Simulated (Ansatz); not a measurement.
**C₂H₁₀SiSn: ionisation energy by level of theory**

How much energy removes an electron from C₂H₁₀SiSn at fixed geometry? The cation is run at each level and the neutral's energy taken from earlier runs.

Program: Ansatz 0.2.0, Gaussian basis. Level of theory: unrestricted cation, the program's frozen cores in correlated methods. These are calculated values, not measurements.

Plan: UKS PBE-D4/def2-TZVPP; UKS r2SCAN-D4/def2-TZVPP; UKS PBE0-D4/def2-TZVPP; UKS B3LYP-D4/def2-TZVPP; UKS wB97X-V/def2-TZVPP; UKS wB97M-V/def2-TZVPP; UKS B2PLYP/def2-TZVPP; UHF-CCSD(T)/def2-TZVPP; UHF-MP2/def2-QZVPP; extrapolation to the limit; then −ε(HOMO) from the neutral's earlier runs with LDA (SPW92), PBE-D4, revPBE-D4, BLYP-D4, r2SCAN-D4, B97M-V, PBE0-D4, B3LYP-D4, r2SCANh-D4, r2SCAN0-D4, HSE06-D4, BHLYP-D4, CAM-B3LYP-D4, LC-ωPBE, ωB97X-V, ωB97M-V.

**1. The relaxed structure**

All runs share one geometry, relaxed beforehand with PBE0-D4 in a triple-zeta def2 set. Sn takes the def2 core potential; no spin-orbit term is included.

SMILES `[CH3][SnH]([CH3])[SiH3]`, 14 atoms, charge 0, spin multiplicity 1.

Atoms are counted from 1 here; the program's logs count them from 0.

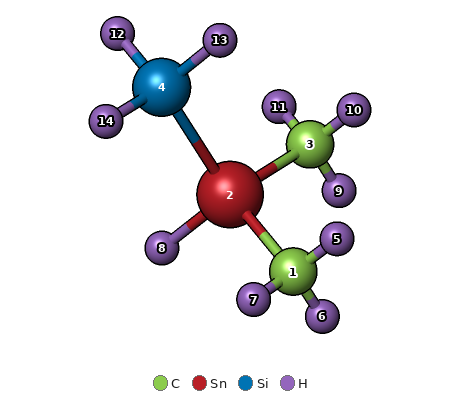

The geometry (carbon green, tin red, silicon blue, hydrogen purple); atoms are numbered from 1 in the order of the file.

**2. Cation, UKS PBE-D4/def2-TZVPP**

Contents of in.yaml:

```yaml
crystal:
  periodic: [false, false, false]
  atoms:
    - {symbol: C, position_ang: [-0.937031, 1.517024, -1.112187]}
    - {symbol: Sn, position_ang: [-0.400726, 0.142626, 0.448275]}
    - {symbol: C, position_ang: [1.477999, 0.750994, 1.292029]}
    - {symbol: Si, position_ang: [-0.244332, -2.249510, -0.471829]}
    - {symbol: H, position_ang: [-0.187667, 1.492011, -1.903877]}
    - {symbol: H, position_ang: [-0.991781, 2.528819, -0.708694]}
    - {symbol: H, position_ang: [-1.906285, 1.252520, -1.535007]}
    - {symbol: H, position_ang: [-1.600454, 0.211618, 1.675362]}
    - {symbol: H, position_ang: [1.399040, 1.771527, 1.668611]}
    - {symbol: H, position_ang: [2.257364, 0.714362, 0.530325]}
    - {symbol: H, position_ang: [1.756611, 0.091753, 2.114202]}
    - {symbol: H, position_ang: [0.125932, -3.213119, 0.600681]}
    - {symbol: H, position_ang: [0.792668, -2.327669, -1.538003]}
    - {symbol: H, position_ang: [-1.541335, -2.682944, -1.059910]}
basis:
  gaussian: {orbitals: def2-TZVPP}
total_charge: 1
magnetization: {spin_polarized: true, initial_magnetization: 1}
hamiltonian: {xc: pbe, dispersion: d4}
```

Run with:

```bash
> ansatz run in.yaml --threads 2 --pin off --events-out ev --progress --plain --max-ram 20480MiB --backend cuda --devices 0, --max-vram 18GiB
```

Further steps of the session: Cation, UKS r2SCAN-D4/def2-TZVPP; Cation, UKS PBE0-D4/def2-TZVPP; Cation, UKS B3LYP-D4/def2-TZVPP; Cation, UKS wB97X-V/def2-TZVPP; Cation, UKS wB97M-V/def2-TZVPP; Cation, UKS B2PLYP (frozen core)/def2-TZVPP; Cation, UHF-CCSD(T)/def2-TZVPP; Cation, UHF-MP2/def2-QZVPP.

Before running them: what should the planned runs give, taken together? Wanted: ionisation energy, CCSD(T)/CBS; nearest functional by difference; nearest −ε(HOMO); −ε(HOMO) of PBE; T1 of the cation.

**Answer**, as computed:

| quantity | value |
| --- | --- |
| ionisation energy, CCSD(T)/CBS | 9.55 eV |
| nearest functional by difference | ωB97X-V (-0.11 eV) |
| nearest −ε(HOMO) | ωB97M-V (-0.06 eV) |
| −ε(HOMO) of PBE | 6.45 eV |
| T1 of the cation | 0.015 |

**Reading.** Energy differences with functionals land within 0.43 eV of the reference. −ε(HOMO) of PBE misses by 3.1 eV, since self-interaction lifts the level. Among orbital estimates ωB97M-V comes nearest. Hartree-Fock falls 0.85 eV short, as the neutral has more correlation energy than the cation. The cation may have settled in a state other than its lowest; no search over hole states beyond the program's own was made. Correlated methods include outer-core shells of Sn, which these sets cover unevenly. With outer-core shells in play the reference is unsure by up to some tenths of an eV, so close misses can't be ranked.
